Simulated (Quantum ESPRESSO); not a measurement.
# BaLiF3 (Pm-3m): zone-centre phonons, part 2 of 4

Aim: the zone-centre modes of BaLiF3 (Pm-3m).

Quantum ESPRESSO 7.5; DFT LDA, scalar-relativistic, plane waves, PseudoDojo norm-conserving pseudopotentials.

So far, pressure (GPa): step 2 (a first look) -5.75; step 4 (ground state) -0.0110.

## (5) Linear response at Γ

At q = 0 one unit cell holds all displacements; symmetry groups them into irreducible representations that are solved one by one. The response to a field gives ε∞ and the Born charges, which polar modes need.

ph.in reads:

```
phonons
&inputph
   prefix = 'x'
   outdir = './tmp'
   fildyn = 'g.dyn'
   tr2_ph = 1.0d-18
   epsil = .true.
/
0.000000000000 0.000000000000 0.000000000000
```

Command:

```
> OMP_NUM_THREADS=1 mpirun -n 4 ph.x -nk 4 -in ph.in > ph.out
```

The program printed:

```text
[banners, grids, parts of the stress and lines that vanish by symmetry left out]
[banner, memory and clock lines left out]
Program PHONON v.7.5

     ./tmp/x.save/

     IMPORTANT: XC functional enforced from input :
     Exchange-correlation= PW
                           (   1   4   0   0   0   0   0)
     Any further DFT definition will be discarded
     Please, verify this is what you really want

     G-vector sticks info

     Reading collected, re-writing distributed wavefunctions in ./tmp/

     Number and degeneracy of irreps per q-point
       N         xq(1)         xq(2)         xq(3)   N irreps
       1   0.000000000   0.000000000   0.000000000       5
        3   3   3   3   3

     Calculation of q =    0.0000000   0.0000000   0.0000000

     phonons

     bravais-lattice index     =            1
     lattice parameter (alat)  =       7.3557  a.u.
     unit-cell volume          =     397.9858 (a.u.)^3
     number of atoms/cell      =            5
     number of atomic types    =            3
     kinetic-energy cut-off    =      92.0000  Ry
     charge density cut-off    =     368.0000  Ry
     convergence threshold     =      1.0E-18
     beta                      =       0.7000
     number of iterations used =            4
     Exchange-correlation= PW
                           (   1   4   0   0   0   0   0)

     celldm(1)=    7.35567  celldm(2)=    0.00000  celldm(3)=    0.00000
     celldm(4)=    0.00000  celldm(5)=    0.00000  celldm(6)=    0.00000

     crystal axes: (cart. coord. in units of alat)
               a(1) = (  1.0000  0.0000  0.0000 )
               a(2) = (  0.0000  1.0000  0.0000 )
               a(3) = (  0.0000  0.0000  1.0000 )

     reciprocal axes: (cart. coord. in units 2 pi/alat)
               b(1) = (  1.0000  0.0000  0.0000 )
               b(2) = (  0.0000  1.0000  0.0000 )
               b(3) = (  0.0000  0.0000  1.0000 )

     Atoms inside the unit cell:

     Cartesian axes

     site n.  atom      mass           positions (alat units)
        1  Ba    137.3270   tau(    1) = (    0.00000    0.00000    0.00000  )
        2  Li      6.9400   tau(    2) = (    0.50000    0.50000    0.50000  )
        3  F      18.9984   tau(    3) = (    0.00000    0.50000    0.50000  )
        4  F      18.9984   tau(    4) = (    0.50000    0.50000    0.00000  )
        5  F      18.9984   tau(    5) = (    0.50000    0.00000    0.50000  )

     Computing dynamical matrix for
                    q = (   0.0000000   0.0000000   0.0000000 )

     49 Sym.Ops. (with q -> -q+G )

     G cutoff =  504.3513  (  47401 G-vectors)     FFT grid: ( 45, 45, 45)
     number of k points=    35
                       cart. coord. in units 2pi/alat
        k(    1) = (   0.0000000   0.0000000   0.0000000), wk =   0.0039062
        k(    2) = (   0.0000000   0.0000000   0.1250000), wk =   0.0234375
        k(    3) = (   0.0000000   0.0000000   0.2500000), wk =   0.0234375
        [... further k-points left out ...]

     PseudoPot. # 1 for Ba read from file:
     ./pseudo/Ba.upf
     Pseudo is Norm-conserving + core correction, Zval = 10.0

     PseudoPot. # 2 for Li read from file:
     ./pseudo/Li.upf
     Pseudo is Norm-conserving, Zval =  3.0

     PseudoPot. # 3 for F  read from file:
     ./pseudo/F.upf
     Pseudo is Norm-conserving + core correction, Zval =  7.0

     Mode symmetry, O_h (m-3m)  point group:

     Electric field:
     Dielectric constant
     Born effective charges as d Force / d E

     Atomic displacements:
     There are    5 irreducible representations

     Representation     1      3 modes -  To be done

     Representation     2      3 modes -  To be done

     Representation     3      3 modes -  To be done

     Representation     4      3 modes -  To be done

     Representation     5      3 modes -  To be done

     Alpha used in Ewald sum =   2.8000

     Electric Fields Calculation

      iter #   1   av.it.:   6.7
      thresh= 1.000E-02 alpha_mix =  0.700 |ddv_scf|^2 =  4.222E-08

      [... iterations left out ...]
      iter #   8   av.it.:  12.9
      thresh= 2.172E-10 alpha_mix =  0.700 |ddv_scf|^2 =  1.866E-19

     End of electric fields calculation

          Dielectric constant in cartesian axis

          (       2.716870598       0.000000000       0.000000000 )
          (       0.000000000       2.716870598       0.000000000 )
          (       0.000000000       0.000000000       2.716870598 )

          Effective charges (d Force / dE) in cartesian axis without acoustic sum rule applied (asr)

           atom    1  Ba    Mean Z*:        2.77597
      Ex  (        2.77597        0.00000        0.00000 )
      Ey  (        0.00000        2.77597        0.00000 )
      Ez  (        0.00000        0.00000        2.77597 )
           atom    2  Li    Mean Z*:        1.04949
      Ex  (        1.04949        0.00000        0.00000 )
      Ey  (        0.00000        1.04949        0.00000 )
      Ez  (        0.00000        0.00000        1.04949 )
           atom    3  F     Mean Z*:       -1.27527
      Ex  (       -1.02614        0.00000        0.00000 )
      Ey  (        0.00000       -1.39983        0.00000 )
      Ez  (        0.00000        0.00000       -1.39983 )
           atom    4  F     Mean Z*:       -1.27527
      Ex  (       -1.39983        0.00000        0.00000 )
      Ey  (        0.00000       -1.39983        0.00000 )
      Ez  (        0.00000        0.00000       -1.02614 )
           atom    5  F     Mean Z*:       -1.27527
      Ex  (       -1.39983        0.00000        0.00000 )
      Ey  (        0.00000       -1.02614        0.00000 )
      Ez  (        0.00000        0.00000       -1.39983 )

          Effective charges Sum: Mean:       -0.00033
             -0.00033        0.00000        0.00000
              0.00000       -0.00033        0.00000
              0.00000        0.00000       -0.00033

          Effective charges (d Force / dE) in cartesian axis with asr applied:
           atom    1  Ba    Mean Z*:        2.77604
      E*x (        2.77604        0.00000        0.00000 )
      E*y (        0.00000        2.77604        0.00000 )
      E*z (        0.00000        0.00000        2.77604 )
           atom    2  Li    Mean Z*:        1.04956
      E*x (        1.04956        0.00000        0.00000 )
      E*y (        0.00000        1.04956        0.00000 )
      E*z (        0.00000        0.00000        1.04956 )
           atom    3  F     Mean Z*:       -1.27520
      E*x (       -1.02607        0.00000        0.00000 )
      E*y (        0.00000       -1.39976        0.00000 )
      E*z (        0.00000        0.00000       -1.39976 )
           atom    4  F     Mean Z*:       -1.27520
      E*x (       -1.39976        0.00000        0.00000 )
      E*y (        0.00000       -1.39976        0.00000 )
      E*z (        0.00000        0.00000       -1.02607 )
           atom    5  F     Mean Z*:       -1.27520
      E*x (       -1.39976        0.00000        0.00000 )
      E*y (        0.00000       -1.02607        0.00000 )
      E*z (        0.00000        0.00000       -1.39976 )

     Representation #   1 modes #   1   2   3

     Self-consistent Calculation

      iter #   1   av.it.:   7.5
      thresh= 1.000E-02 alpha_mix =  0.700 |ddv_scf|^2 =  7.682E-07

      [... iterations left out ...]
      iter #   8   av.it.:  13.2
      thresh= 3.026E-10 alpha_mix =  0.700 |ddv_scf|^2 =  3.768E-19

     End of self-consistent calculation

     Convergence has been achieved

     Representation #   2 modes #   4   5   6

     Self-consistent Calculation

      iter #   1   av.it.:   4.8
      thresh= 1.000E-02 alpha_mix =  0.700 |ddv_scf|^2 =  6.629E-08

      [... iterations left out ...]
      iter #   8   av.it.:  12.8
      thresh= 3.892E-10 alpha_mix =  0.700 |ddv_scf|^2 =  1.248E-19

     End of self-consistent calculation

     Convergence has been achieved

     Representation #   3 modes #   7   8   9

     Self-consistent Calculation

      iter #   1   av.it.:   6.4
      thresh= 1.000E-02 alpha_mix =  0.700 |ddv_scf|^2 =  2.486E-07

      [... iterations left out ...]
      iter #   8   av.it.:  12.8
      thresh= 1.225E-10 alpha_mix =  0.700 |ddv_scf|^2 =  3.653E-20

     End of self-consistent calculation

     Convergence has been achieved

     Representation #   4 modes #  10  11  12

     Self-consistent Calculation

      iter #   1   av.it.:   7.2
      thresh= 1.000E-02 alpha_mix =  0.700 |ddv_scf|^2 =  7.684E-07

      [... iterations left out ...]
      iter #   8   av.it.:  13.2
      thresh= 1.917E-10 alpha_mix =  0.700 |ddv_scf|^2 =  1.582E-19

     End of self-consistent calculation

     Convergence has been achieved

     Representation #   5 modes #  13  14  15

     Self-consistent Calculation

      iter #   1   av.it.:   7.2
      thresh= 1.000E-02 alpha_mix =  0.700 |ddv_scf|^2 =  3.792E-07

      [... iterations left out ...]
      iter #   7   av.it.:  13.0
      thresh= 1.335E-10 alpha_mix =  0.700 |ddv_scf|^2 =  8.409E-20

     End of self-consistent calculation

     Convergence has been achieved

     Number of q in the star =    1
     List of q in the star:
          1   0.000000000   0.000000000   0.000000000

          Dielectric constant in cartesian axis

          (       2.716870598       0.000000000       0.000000000 )
          (       0.000000000       2.716870598       0.000000000 )
          (       0.000000000       0.000000000       2.716870598 )

          Effective charges (d Force / dE) in cartesian axis without acoustic sum rule applied (asr)

           atom    1  Ba    Mean Z*:        2.77597
      Ex  (        2.77597        0.00000        0.00000 )
      Ey  (        0.00000        2.77597        0.00000 )
      Ez  (        0.00000        0.00000        2.77597 )
           atom    2  Li    Mean Z*:        1.04949
      Ex  (        1.04949        0.00000        0.00000 )
      Ey  (        0.00000        1.04949        0.00000 )
      Ez  (        0.00000        0.00000        1.04949 )
           atom    3  F     Mean Z*:       -1.27527
      Ex  (       -1.02614        0.00000        0.00000 )
      Ey  (        0.00000       -1.39983        0.00000 )
      Ez  (        0.00000        0.00000       -1.39983 )
           atom    4  F     Mean Z*:       -1.27527
      Ex  (       -1.39983        0.00000        0.00000 )
      Ey  (        0.00000       -1.39983        0.00000 )
      Ez  (        0.00000        0.00000       -1.02614 )
           atom    5  F     Mean Z*:       -1.27527
      Ex  (       -1.39983        0.00000        0.00000 )
      Ey  (        0.00000       -1.02614        0.00000 )
      Ez  (        0.00000        0.00000       -1.39983 )

          Effective charges Sum: Mean:       -0.00033
             -0.00033        0.00000        0.00000
              0.00000       -0.00033        0.00000
              0.00000        0.00000       -0.00033

          Effective charges (d Force / dE) in cartesian axis with asr applied:
           atom    1  Ba    Mean Z*:        2.77604
      E*x (        2.77604        0.00000        0.00000 )
      E*y (        0.00000        2.77604        0.00000 )
      E*z (        0.00000        0.00000        2.77604 )
           atom    2  Li    Mean Z*:        1.04956
      E*x (        1.04956        0.00000        0.00000 )
      E*y (        0.00000        1.04956        0.00000 )
      E*z (        0.00000        0.00000        1.04956 )
           atom    3  F     Mean Z*:       -1.27520
      E*x (       -1.02607        0.00000        0.00000 )
      E*y (        0.00000       -1.39976        0.00000 )
      E*z (        0.00000        0.00000       -1.39976 )
           atom    4  F     Mean Z*:       -1.27520
      E*x (       -1.39976        0.00000        0.00000 )
      E*y (        0.00000       -1.39976        0.00000 )
      E*z (        0.00000        0.00000       -1.02607 )
           atom    5  F     Mean Z*:       -1.27520
      E*x (       -1.39976        0.00000        0.00000 )
      E*y (        0.00000       -1.02607        0.00000 )
      E*z (        0.00000        0.00000       -1.39976 )

     Diagonalizing the dynamical matrix

     q = (    0.000000000   0.000000000   0.000000000 )

 **************************************************************************
     freq (    1) =       0.033878 [THz] =       1.130033 [cm-1]
     freq (    2) =       0.033878 [THz] =       1.130033 [cm-1]
     freq (    3) =       0.033878 [THz] =       1.130033 [cm-1]
     freq (    4) =       4.562746 [THz] =     152.196819 [cm-1]
     freq (    5) =       4.562746 [THz] =     152.196819 [cm-1]
     freq (    6) =       4.562746 [THz] =     152.196819 [cm-1]
     freq (    7) =       6.109650 [THz] =     203.795976 [cm-1]
     freq (    8) =       6.109650 [THz] =     203.795976 [cm-1]
     freq (    9) =       6.109650 [THz] =     203.795976 [cm-1]
     freq (   10) =       9.841316 [THz] =     328.270975 [cm-1]
     freq (   11) =       9.841316 [THz] =     328.270975 [cm-1]
     freq (   12) =       9.841316 [THz] =     328.270975 [cm-1]
     freq (   13) =      12.137441 [THz] =     404.861451 [cm-1]
     freq (   14) =      12.137441 [THz] =     404.861451 [cm-1]
     freq (   15) =      12.137441 [THz] =     404.861451 [cm-1]
 **************************************************************************

     Mode symmetry, O_h (m-3m)  point group:

     freq (   1-   3) =          1.1  [cm-1]   --> T_1u G_15  G_4- I
     freq (   4-   6) =        152.2  [cm-1]   --> T_1u G_15  G_4- I
     freq (   7-   9) =        203.8  [cm-1]   --> T_2u G_25  G_5-
     freq (  10-  12) =        328.3  [cm-1]   --> T_1u G_15  G_4- I
     freq (  13-  15) =        404.9  [cm-1]   --> T_1u G_15  G_4- I
```

The job ended after 11 min (4 MPI ranks of Intel Xeon Platinum 8488C (Sapphire Rapids), shared host).

Numbers from this step:

```yaml
miss_of_the_charge_sum_rule: 3.40e-4 e
largest_acoustic_frequency_at_the_zone_centre_before_the_sum_rule: 1.13 cm⁻¹
highest_optical_zone_centre_mode_no_lo_to_term: 404.9 cm⁻¹
lowest_optical_zone_centre_mode: 152.2 cm⁻¹
mean_high_frequency_dielectric_constant: 2.717
largest_born_charge_in_size_third_of_the_trace: 2.776 e
```

Born charge (rows field, columns displacement), before the sum rule (e), principal values of the symmetric part by kind of site:

| atom | atoms with these values | low | middle | high | mean |
| --- | --- | --- | --- | --- | --- |
| Ba1 | 1 | 2.78 | 2.78 | 2.78 | 2.78 |
| Li2 | 1 | 1.05 | 1.05 | 1.05 | 1.05 |
| F3 | 3 | -1.40 | -1.40 | -1.03 | -1.28 |

In full for Li2:

```
1.05 0.00 0.00
0.00 1.05 0.00
0.00 0.00 1.05
```

High-frequency dielectric tensor:

```
2.72 0.00 0.00
0.00 2.72 0.00
0.00 0.00 2.72
```

The acoustic modes at Γ come out as far as 1.1 cm⁻¹ from zero, where they should vanish, a small numerical error; the Born charges miss their sum rule by 3.4e-4 e, which is good.

## (6) Modes with the sum rule

A rigid shift of the crystal must cost nothing, but grids and finite bases break this; the acoustic sum rule is imposed before the matrix is diagonalised again. With Born charges the intensities follow, and the static dielectric tensor.

dynmat.in reads:

```
&input
   fildyn = 'g.dyn'
   asr = 'simple'
   fileig = 'dynmat.eig'
   lperm = .true.
/
```

Command:

```
> dynmat.x -in dynmat.in > dynmat.out
```

The program printed:

```text
[banner, memory and clock lines left out]
Program DYNMAT v.7.5

     Reading Dynamical Matrix from file g.dyn
     ...Force constants read
     ...epsilon and Z* read
     A direction for q was not specified:TO-LO splitting will be absent

     Polarizability (A^3 units)
     multiply by 0.636015 for Clausius-Mossotti correction
         8.057470    0.000000    0.000000
         0.000000    8.057470    0.000000
         0.000000    0.000000    8.057470

     IR activities are in (D/A)^2/amu units

# mode   [cm-1]    [THz]      IR
    1      0.00    0.0000    0.0000
    2      0.00    0.0000    0.0000
    3      0.00    0.0000    0.0000
    4    152.20    4.5628    5.1996
    5    152.20    4.5628    5.1996
    6    152.20    4.5628    5.1996
    7    203.80    6.1099    0.0000
    8    203.80    6.1099    0.0000
    9    203.80    6.1099    0.0000
   10    328.27    9.8413    0.8122
   11    328.27    9.8413    0.8122
   12    328.27    9.8413    0.8122
   13    404.82   12.1361    4.9822
   14    404.82   12.1361    4.9822
   15    404.82   12.1361    4.9822

Electronic dielectric permittivity tensor (relative, adimensional)
         2.716871    0.000000    0.000000
         0.000000    2.716871    0.000000
         0.000000    0.000000    2.716871

 ... with zone-center polar mode contributions
        12.206699   -0.000000   -0.000000
        -0.000000   12.206699   -0.000000
        -0.000000   -0.000000   12.206699

[end of the log left out, with the tail of the file of modes that dynmat.x writes under the same name]
```

Wall time 0.78 s (1 thread).

Read from the output:

```yaml
highest_optical_zone_centre_mode_no_lo_to_term: 404.8 cm⁻¹
mean_static_dielectric_constant: 12.21
```

Unit eigenvectors of the mass-weighted matrix after the sum rule; no LO-TO term. Modes at Γ, with each element's share of the kinetic energy:

| mode | frequency (cm⁻¹) | symmetry | Ba % | Li % | F % |
| --- | --- | --- | --- | --- | --- |
| 1 | 0.0 | acoustic | 68 | 3 | 28 |
| 2 | 0.0 | acoustic | 68 | 3 | 28 |
| 3 | 0.0 | acoustic | 68 | 3 | 28 |
| 4 | 152.2 | T1u | 31 | 3 | 66 |
| 5 | 152.2 | T1u | 31 | 3 | 66 |
| 6 | 152.2 | T1u | 31 | 3 | 66 |
| 7 | 203.8 | T2u | 0 | 0 | 100 |
| 8 | 203.8 | T2u | 0 | 0 | 100 |
| 9 | 203.8 | T2u | 0 | 0 | 100 |
| 10 | 328.3 | T1u | 0 | 5 | 95 |
| 11 | 328.3 | T1u | 0 | 5 | 95 |
| 12 | 328.3 | T1u | 0 | 5 | 95 |
| 13 | 404.8 | T1u | 0 | 89 | 11 |
| 14 | 404.8 | T1u | 0 | 89 | 11 |
| 15 | 404.8 | T1u | 0 | 89 | 11 |

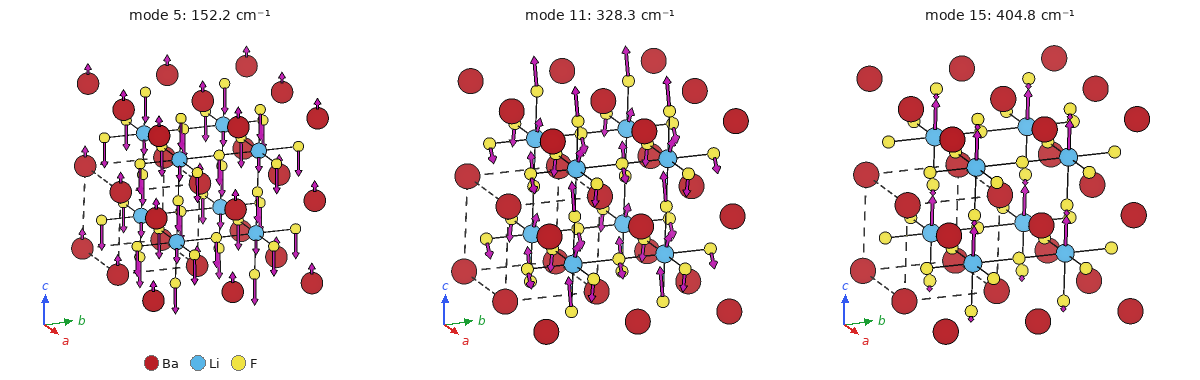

Displacement patterns of modes 5, 11 and 15 at Γ; arrows are exaggerated. 2×2×2 cells are drawn. Some periodic images of atoms are drawn too.

Degenerate modes summed, no LO-TO term. Lines of the infrared spectrum (strongest = 100):

| position (cm⁻¹) | lines merged | label | IR intensity, relative |
| --- | --- | --- | --- |
| 152 | 3 | T1u | 100 |
| 204 | 3 | T2u | 0.0 |
| 328 | 3 | T1u | 16 |
| 405 | 3 | T1u | 96 |

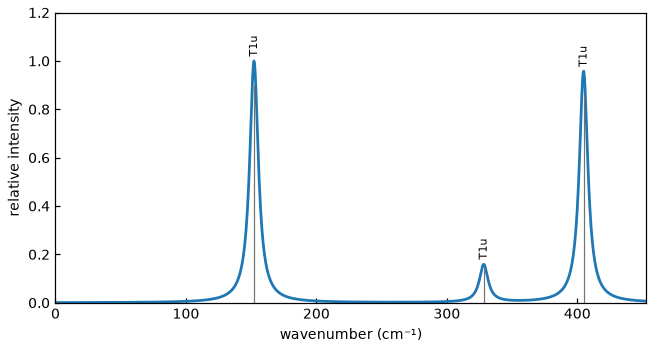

The infrared spectrum, broadened with Lorentzians of width 8 cm⁻¹; bars mark the lines.

Static dielectric tensor (ions relaxed, fixed cell):

```
12.21  0.00  0.00
 0.00 12.21  0.00
 0.00  0.00 12.21
```

The rule moves no optical mode by more than 0.1 cm⁻¹.

## (7) The LO-TO splitting (1 0 0)

A longitudinal polar mode sets up a macroscopic field that stiffens it; the term hangs on the direction from which q goes to zero.

dynmat.in reads:

```
&input
   fildyn = 'g.dyn'
   asr = 'simple'
   fileig = 'dynmat.eig'
   q(1) = 1.0
   q(2) = 0.0
   q(3) = 0.0
/
```

Command:

```
> dynmat.x -in dynmat.in > dynmat.out
```

The program printed:

```text
[banner, memory and clock lines left out]
Program DYNMAT v.7.5

     Reading Dynamical Matrix from file g.dyn
     ...Force constants read
     ...epsilon and Z* read

     Polarizability (A^3 units)
     multiply by 0.636015 for Clausius-Mossotti correction
         8.057470    0.000000    0.000000
         0.000000    8.057470    0.000000
         0.000000    0.000000    8.057470

     IR activities are in (D/A)^2/amu units

# mode   [cm-1]    [THz]      IR
    1      0.00    0.0000    0.0000
    2      0.00    0.0000    0.0000
    3      0.00    0.0000    0.0000
    4    152.20    4.5628    5.1996
    5    152.20    4.5628    5.1996
    6    203.80    6.1099    0.0000
    7    203.80    6.1099    0.0000
    8    203.80    6.1099    0.0000
    9    245.42    7.3574    1.2248
   10    328.27    9.8413    0.8122
   11    328.27    9.8413    0.8122
   12    338.48   10.1474    0.2795
   13    404.82   12.1361    4.9822
   14    404.82   12.1361    4.9822
   15    516.08   15.4718    9.4897

[end of the log left out, with the tail of the file of modes that dynmat.x writes under the same name]
```

It took 0.77 s on 1 thread.

This step gave:

- highest mode moved by the LO-TO term: 516.1 cm⁻¹

Zone-centre frequencies as printed; negative means imaginary. Modes:

| mode | frequency (cm⁻¹) |
| --- | --- |
| 1 | 0 |
| 2 | 0 |
| 3 | 0 |
| 4 | 152.2 |
| 5 | 152.2 |
| 6 | 203.8 |
| 7 | 203.8 |
| 8 | 203.8 |
| 9 | 245.4 |
| 10 | 328.3 |
| 11 | 328.3 |
| 12 | 338.5 |
| 13 | 404.8 |
| 14 | 404.8 |
| 15 | 516.1 |

The field moves 3 modes; the highest of them now lies at 516 cm⁻¹, where the highest that moved away lay at 405.

(Continued in part 3 of 4.)

[Host names and launcher messages were left out of these logs when they were recorded.]

[Logs are printed without paths, hosts, clocks, repeated set-up lines and the standing remarks that a program may print on its own settings, such as how far it seeks lower states.]

[Hosts, paths, dates, database ids (printed as entryN), source tags and the programs' standing remarks are cut or masked in the printed files.]
